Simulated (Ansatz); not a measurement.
Relaxed InSb (zinc blende):

```xyz
4
Lattice="0.0000 6.6346 6.6346 3.3173 0.0000 3.3173 3.3173 3.3173 0.0000" Properties=species:S:1:pos:R:3 pbc="T T T"
Sb     4.9760     4.9760     4.9760
Sb     4.9760     8.2933     8.2933
In     0.0000     0.0000     0.0000
In     0.0000     3.3173     3.3173
```

In each cell atom 3 (In, nearest neighbour Sb at 2.873 Å; its periodic images, 4.7 Å or more away, move with it) moves by s·(0.577, 0.577, 0.577) (along Cartesian [111]), the rest being held.

Method: PBE (plane waves to 420 eV, PAW, scalar-relativistic; Ansatz, a program for electronic structure). k mesh 5×10×10 (Γ-centred), Fermi-Dirac smearing 0.05 eV. Energies are smeared free energies. Left out: 1 of 11 points, with atoms too close for the PAW data. With partly filled bands, energies and forces of such displacements shift with the k mesh and the smearing. At this level the bands of InSb touch or barely overlap; measurements give the solid a gap. InSb was relaxed with its symmetry unable to fall. Spin-orbit coupling is left out, though Sb is heavy. ΔE is measured from the undisplaced structure.

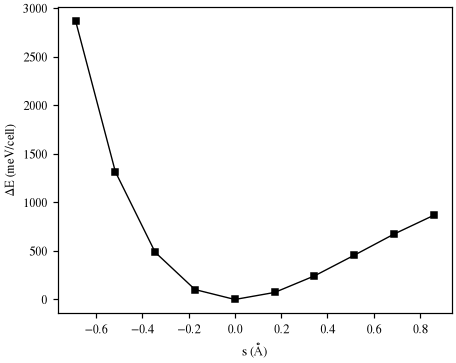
ΔE (meV/cell) against s (Å); markers are the computed points, lines only join them.

### Question
Is the energy the same for displacements of ±0.688 Å, and if not, which side lies higher?

### Answer
Not even: the negative side lies higher at ±0.688 Å.

### Question
What is the energy change at s = 0.860 Å?

### Answer
About 870 meV/cell.

(A displaced cell: forces are minus the slopes of the energy, force constants its curvatures, and phonons follow from these.)
